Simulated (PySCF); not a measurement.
**CCl₄, SMILES `ClC(Cl)(Cl)Cl`: what the electrons do**

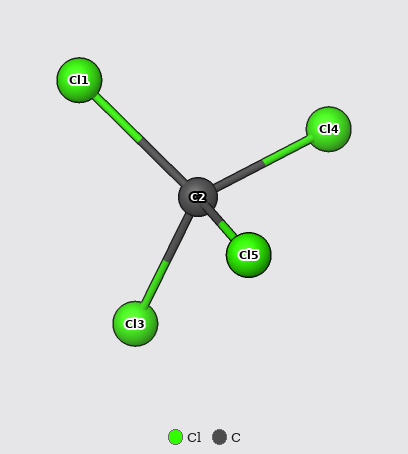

The molecule, with its atoms numbered as below. No frequency check shows the geometry to be a minimum.

Coordinates in Å:

```
Cl1      1.0215   -1.4215    0.2556
C2       0.0002   -0.0000    0.0001
Cl3      1.0212    1.4217   -0.2557
Cl4     -1.0214   -0.2558   -1.4214
Cl5     -1.0214    0.2556    1.4214
```

### 1. Bonding charge

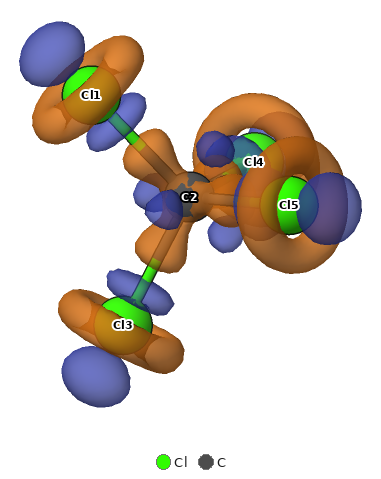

Deformation density (molecule less spherical, spin-averaged free atoms at the same positions), surfaces at ±0.1 e/Å³; orange: gain, blue: loss.

PySCF calculation, PBE0/def2-SVP, gas phase; geometry: GFN2-xTB.

**Describe the bonding that the map shows.**

Cl1–C2, C2–Cl5, C2–Cl3 and C2–Cl4: +0.24 e/Å³ at the bond critical point (bond length 1.77 Å, Mayer order 1.0). In all, 1.3 electrons gather in the regions of gain relative to the promolecule.

**Where do the Hirshfeld charges lie?**

The highest Hirshfeld charge is on C2 (+0.12 e), the lowest on Cl1, Cl3, Cl4 and Cl5 (−0.03 e).

### 2. Bond critical points

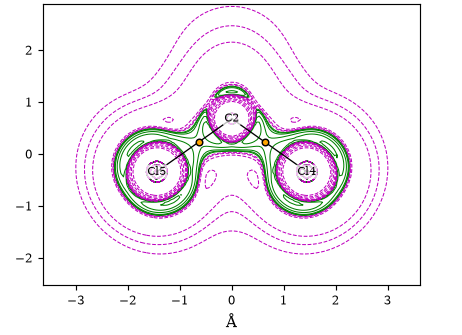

Negative Laplacian of the density (−∇²ρ) in the plane of C2, Cl4 and Cl5 (solid green lines positive, dashed magenta lines negative, contours at ±0.02 to ±8 a.u.), with bond paths and bond critical points (dots).

**Sort the bonds in the plane by the sign of ∇²ρ at their critical points.**

Concentrated (∇²ρ < 0): C2–Cl5 and C2–Cl4 (−0.25 a.u.). At none is it depleted.

**Where along C2–Cl5 does the critical point lie?**

0.77 Å from C2 and 0.99 Å from Cl5.

### 3. Electrostatic potential

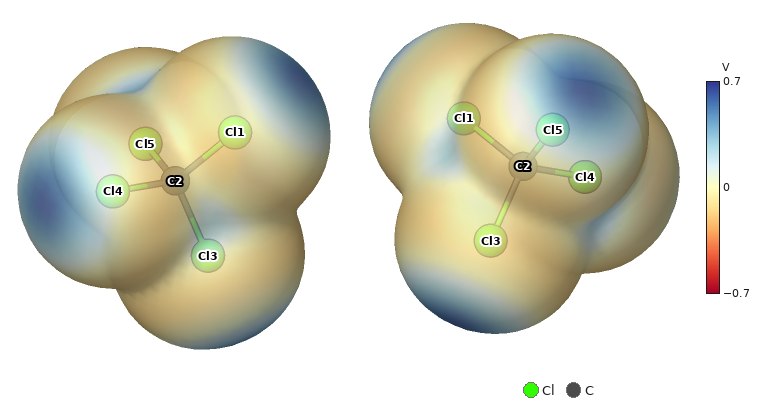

Electrostatic potential on the surface of electron density 0.001 a.u. (back view left, front view right).

**Where are the extremes of the potential on the surface?**

Highest: 0.61 V, 2.0 Å from Cl5, and at like points elsewhere. Further maxima include 0.28 V, off the C2–Cl5 bond (2.2 Å from its atoms). Lowest: −0.17 V, 2.0 Å from Cl4, and at like points elsewhere. The surface is sampled at points, so like sites can differ by a few per cent and only the strongest of them is named.

**Does Cl5 carry a σ-hole?**

Yes: a local maximum of +0.61 V lies on the extension of the C2–Cl5 bond.

### 4. Removing or adding an electron

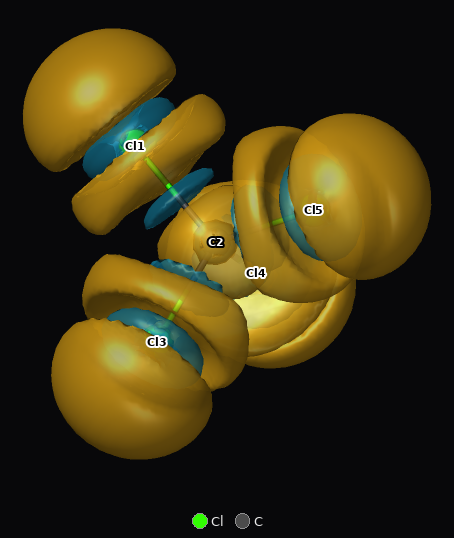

Fukui function f⁺ = ρ(N+1) − ρ(N) at fixed geometry, surfaces at ±0.01 e/Å³ (yellow positive, teal negative).

Method: PBE0/cc-pVDZ; geometry: GFN2-xTB; program: PySCF.

**Which atoms respond most to the addition of an electron?**

f⁺ (Hirshfeld-condensed) is largest on Cl1, Cl3, Cl4 and Cl5 (0.23 each); the vertical electron affinity is −0.60 eV (the stability of the anion's solution wasn't checked; negative, but this basis has no diffuse functions, so it doesn't show that the anion is unbound). Condensed values hint at sites of nucleophilic attack but needn't mark the atom that reacts. Orbital relaxation makes it negative in places (0.14 e in all).

```tsv
atom	f⁺	charge
Cl1	+0.23	−0.03
C2	+0.08	+0.12
Cl3	+0.23	−0.03
Cl4	+0.23	−0.03
Cl5	+0.23	−0.03
```

### 5. Localised orbitals

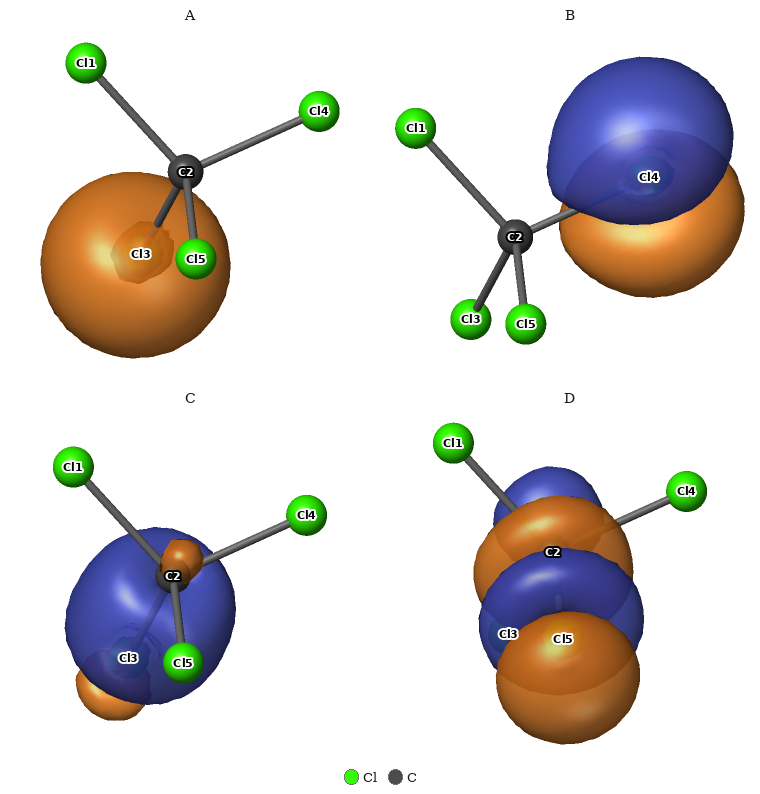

Intrinsic bond orbitals (IBO), occupied and valence-virtual; each surface holds about 85 % of the orbital's density. Energies are diagonal elements of the Fock matrix.

Computed with PySCF, PBE/6-31+G*, geometry: GFN2-xTB.

**Name the orbitals, with their atomic make-up and energies.**

By panel:
- A: lone pair on Cl3 (s-type) (Cl3 100 %; −18.5 eV)
- B: lone pair on Cl4 (p-type) (Cl4 97 %; −8.7 eV)
- C: σ bond Cl3–C2 (Cl3 52 %, C2 48 %; −17.1 eV)
- D: σ* orbital C2–Cl5 (C2 49 %, Cl5 45 %; −0.4 eV)

**How do all the valence pairs divide up?**

16 pairs: 12 lone pairs and 4 σ bonds.

### 6. Stretching a bond

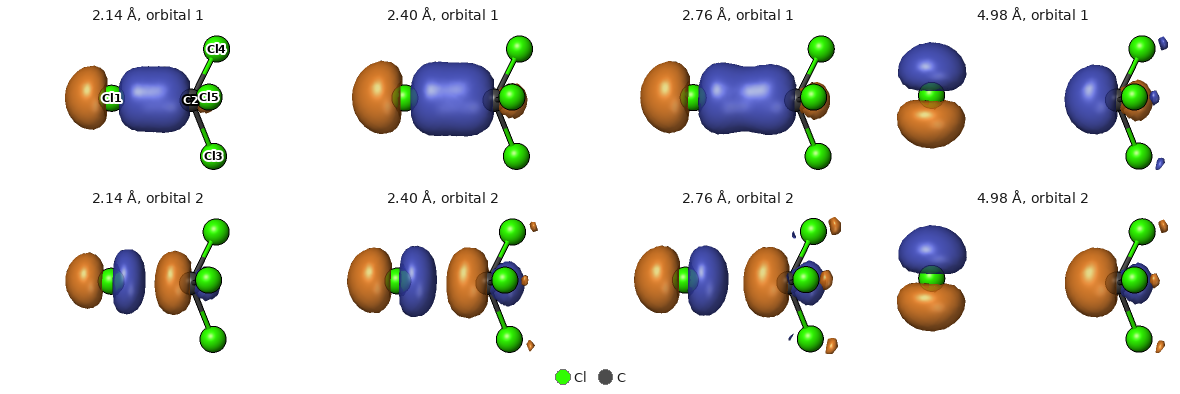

Rigid stretch of the Cl1–C2 bond. The two CASSCF(2,2) natural orbitals nearest half filling (orbital 1 the more occupied).

Method: 6-31G* basis; geometry: GFN2-xTB; program: PySCF.

**How do the occupations change along the stretch?**

2.14 Å: 1.91 and 0.09; 2.40 Å: 1.82 and 0.18; 2.76 Å: 1.62 and 0.38; 4.98 Å: 1.00 and 1.00. At the longest distance computed (4.98 Å) they are 1.00 and 1.00, and the effective number of unpaired electrons is 2.0.

**Where does the UHF solution part from RHF?**

Between 1.96 Å (⟨S²⟩ = 0, the two coincide) and 2.14 Å (⟨S²⟩ = 0.04); at 4.98 Å ⟨S²⟩ is 1.02 and UHF lies 4.8 eV below RHF.

**How much energy does the stretch cost?**

By CASSCF, 2.4 eV from the lowest point of the scan (1.78 Å) to 4.98 Å; RHF gives 6.5 eV from its own lowest point. The fragments aren't relaxed and dynamic correlation is missing, so this isn't a bond dissociation energy.

The PySCF runs shown took 4.8 s, 80 s, 8.9 s and 3.3 min on 1 thread of Intel(R) Xeon(R) Platinum 8488C (Sapphire Rapids), with other jobs on the host.
